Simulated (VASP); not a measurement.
Band structure of BeSe (zinc blende). All values below come from PBE GGA with D3 dispersion (zero damping), VASP's PBE PAW potentials (set 64) (plane waves; VASP 6.6.1).

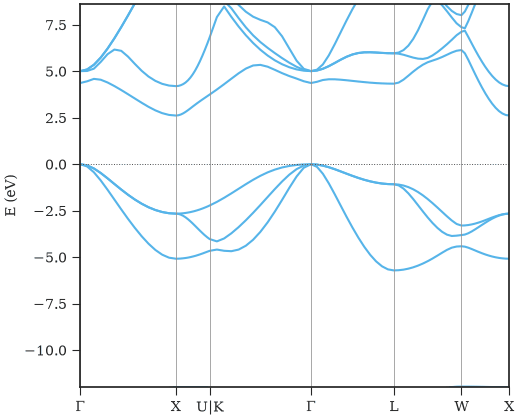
Figure. Bands along high-symmetry lines, zero at the valence-band maximum or, without a gap, the Fermi level

Problem. Read the plot: is there a gap, and where are the band edges?

Solution. The gap is indirect, 2.62 eV, from the valence maximum at Γ to the conduction minimum at X. (Edges off the drawn lines would not show.)

Measured: gap 4.00 eV (computed value off by -1.38 eV), as given by Das et al., (2018), arXiv:1807.05623.

The compound is BeSe in the zinc blende structure. It was relaxed first.
